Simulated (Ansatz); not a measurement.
# Pressure series in ZrO2

The reference is ZrO₂ in the fluorite structure (space group Fm-3m, No. 225; a = 5.116 Å).

Cell and atoms are relaxed at each pressure.

Level of theory: PBE (Ansatz, a first-principles code), without spin-orbit coupling.

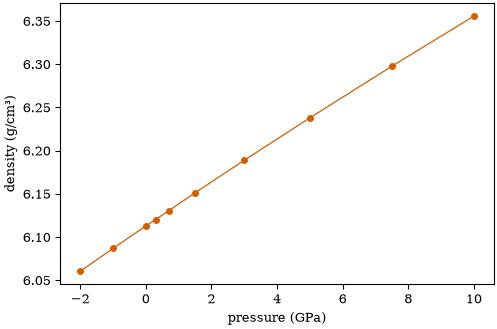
Figure: Density against pressure

From the plot, what is the density for pressure 3 GPa?

About 6.19 g/cm³.

Is the trend monotonic over the range shown?

Yes, it rises throughout, spanning 6.06 g/cm³ to 6.36 g/cm³.

Load acts through the strain it causes; cell and atoms are relaxed under it. Stability against distortions was not tested. No other phases were tried under pressure. This is not the structure that ZrO2 has at room temperature and ambient pressure.
